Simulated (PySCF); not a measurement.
# H3HgN (Hg(NH3)2+): the cost of one run

The runs use PySCF 2.14.0; several levels, as the steps say, no spin–orbit coupling.

1 further run of the same task is left out (for a known fault of the program).

## Step 1: The starting structure

5 atoms, charge 2, spin multiplicity 1.

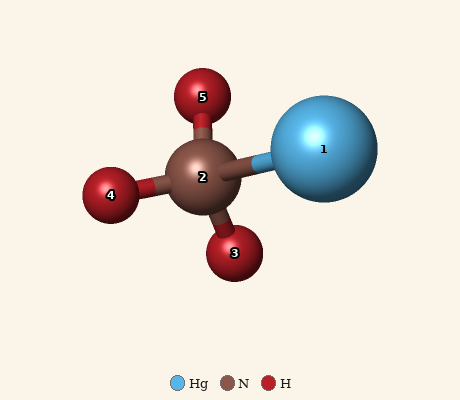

The structure; mercury blue, nitrogen brown, hydrogen red; atoms are numbered from 1 in the order of the file.

As a file:

| atom | x (Å) | y (Å) | z (Å) |
| --- | --- | --- | --- |
| Hg1 | 0.00000 | 0.00000 | -0.15695 |
| N2 | 0.00000 | 0.00000 | 1.97483 |
| H3 | 0.97310 | 0.00004 | 2.33484 |
| H4 | -0.48658 | 0.84271 | 2.33484 |
| H5 | -0.48652 | -0.84275 | 2.33484 |

Formal oxidation states: Hg +2. An earlier session relaxed this geometry at PBE0, Hg def2-SVP with ECP60, N def2-SVP, H def2-SVP (singlet, point group C3v).

At PBE0 on the finer grid: E = -209.111317 Eh, HOMO -23.65 eV, LUMO -17.20 eV, Mulliken charge on Hg1 +1.36 e, largest force component 0.003 eV/Å. 

Levels to run: wB97X; PBE; PBE0, TZVP. Hardware: 2 threads of Intel Xeon Platinum 8259CL at 2.50GHz (Skylake/Cascade Lake), shared host.

## Step 2: wB97X

Contents of run.py (the lines that set the calculation):

```python
mol = gto.M(atom='''
Hg     0.00000     0.00000    -0.15695
N      0.00000     0.00000     1.97483
H      0.97310     0.00004     2.33484
H     -0.48658     0.84271     2.33484
H     -0.48652    -0.84275     2.33484''',
    basis={'Hg': 'def2-SVP', 'N': 'def2-SVP', 'H': 'def2-SVP'},
    ecp={'Hg': 'def2-SVP'},
    charge=2, spin=0)
mf = dft.RKS(mol, xc='WB97X')
mf.grids.atom_grid = (75, 302)
mf = mf.density_fit()  # fitting sets: Hg def2-universal-JKFIT, N def2-universal-JKFIT, H def2-universal-JKFIT
mf.conv_tol = 1e-08; mf.max_cycle = 55
mf.kernel(dm0)  # dm0: the density of the relaxed state
```

Launch:

```
$ OMP_NUM_THREADS=2 python run.py
```

**Question.** How long does this run take on 2 threads of Intel Xeon Platinum 8259CL at 2.50GHz (Skylake/Cascade Lake), shared host?

About 3 s.
